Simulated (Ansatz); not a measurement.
# Calculations on MoO3

**1. Relaxation**

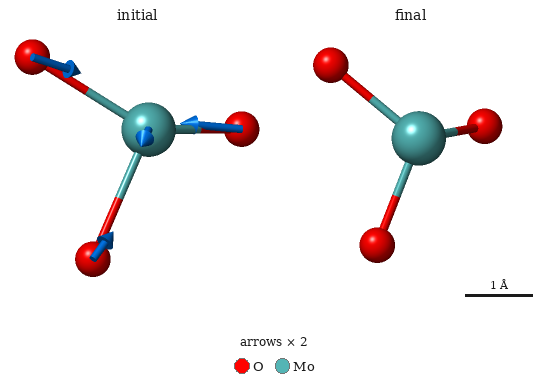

The structure of MoO3 (coarse preliminary run) before (left) and after (right) a relaxation, at one scale. The blue arrows give the displacements, magnified 2 times.

Style: ball-and-stick. Shown at a tilt.

Method: RKS PBE-D4/def2-SVP (Ansatz 0.2.0). Settings: force threshold 0.03 eV/Å; at most 250 steps.

What changed between the two?

The optimiser took 6 steps. An O atom moves most after the best rigid fit: 0.50 Å. Largest moves by element: O 0.50 Å, Mo 0.24 Å. Among the contacts that change: Mo–O 2.137 → 1.714 Å, Mo–O 2.076 → 1.714 Å, Mo–O 1.970 → 1.714 Å. Among the angles between lasting bonds that change: O–Mo–O 134.6° → 108.5°, O–Mo–O 97.0° → 108.5°, O–Mo–O 113.1° → 108.6°.

**2. Relaxation**

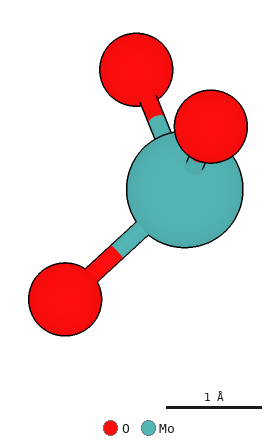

This is the input geometry for a relaxation of MoO₃. Style: ball-and-stick. Shown from a free direction.

Theory: Ansatz, RKS PBE0-D4/def2-TZVP.

The input:
```yaml
crystal:
  periodic: [false, false, false]
  atoms:
    - {symbol: O, position_ang: [-0.964882, -0.139272, 1.271842]}
    - {symbol: Mo, position_ang: [-0.153950, -0.369861, -0.220430]}
    - {symbol: O, position_ang: [1.515222, -0.597911, 0.095622]}
    - {symbol: O, position_ang: [-0.340790, 1.046744, -1.167334]}
basis:
  gaussian: {orbitals: def2-TZVP}
hamiltonian: {xc: pbe0, dispersion: d4}
relax: {f_tol: 0.005, max_steps: 200}
```

Q: Predict the outcome.

A: The largest move after the best rigid fit is that of Mo2, 0.042 Å. Largest moves by element: Mo 0.042 Å, O 0.014 Å. Near-neighbour distances that change, for instance: Mo2–O3 1.714 → 1.692 Å. Over 3 geometry steps the energy falls by 5.42 kJ/mol. Largest force component: 1.4 eV/Å at the start, 0.00015 eV/Å at the end. The run took about 28 core-seconds on a shared host.

Step by step:

```
step  E − E(0), kJ/mol  largest force component, eV/Å
   0              0.00                         1.4460
   1             -5.37                         0.0568
   2             -5.42                         0.0105
   3             -5.42                         0.0002
```

The structure at the end:

```xyz
4

O    -0.9680   -0.1498    1.2625
Mo   -0.1381   -0.3365   -0.2003
O     1.5070   -0.6076    0.0888
O    -0.3452    1.0336   -1.1714
```

**3. Energy map**

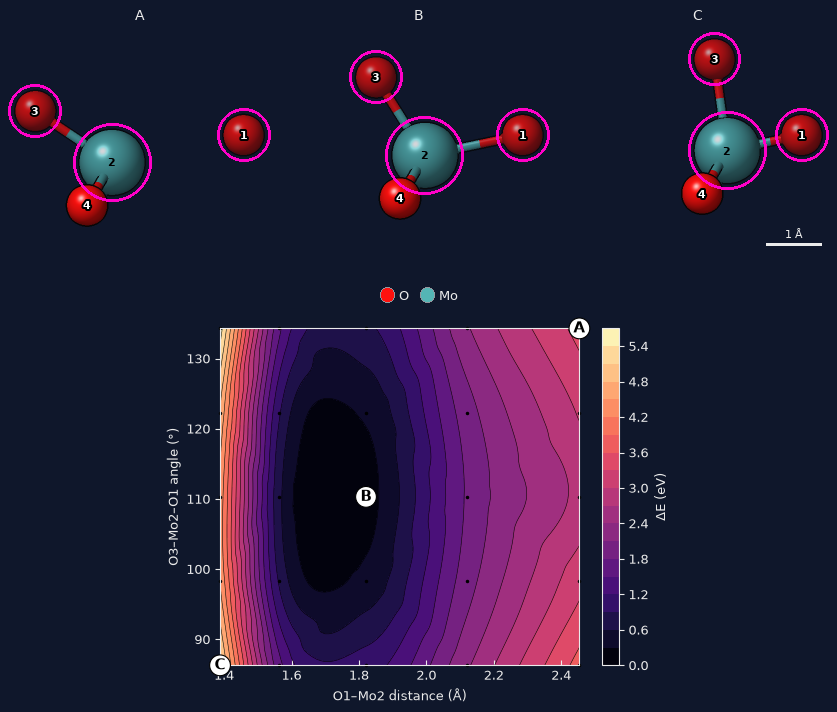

MoO3: the O1–Mo2 distance and the O3–Mo2–O1 angle are varied on a grid, with the rest of the molecule carried along rigidly. The map is interpolated between the computed points (dots). The lettered frames are marked on it. A ball-and-stick model, seen from a free direction. The ringed atoms are those of the scanned coordinates.

Single-point energies from Ansatz with CCSD(T) in the def2-TZVPP basis, on geometries moved rigidly from the minimum at PBE0-D4/def2-TZVP. Coupled cluster with a frozen core. Elements past krypton carry the basis set's effective core potentials. Energies are counted from the PBE0-D4/def2-TZVP minimum geometry at the same level.

Where is the lowest point of the map, and what else does it tell?

Answer. In pairs of (O1–Mo2 distance (Å); O3–Mo2–O1 angle (°)): the lowest computed point lies at (1.821, 110.3) (0.19 eV), the highest at (1.388, 134.3) (5.56 eV). At 23 of the 26 structures the mean-field solution behind CCSD(T) isn't stable (a lower one of broken symmetry exists), so those energies are less reliable. The T1 diagnostic reaches 0.100, so the single-reference result is less sure there. The frames lie at A (2.454, 134.3): 3.41 eV, B (1.821, 110.3): 0.19 eV, C (1.388, 86.3): 5.21 eV.
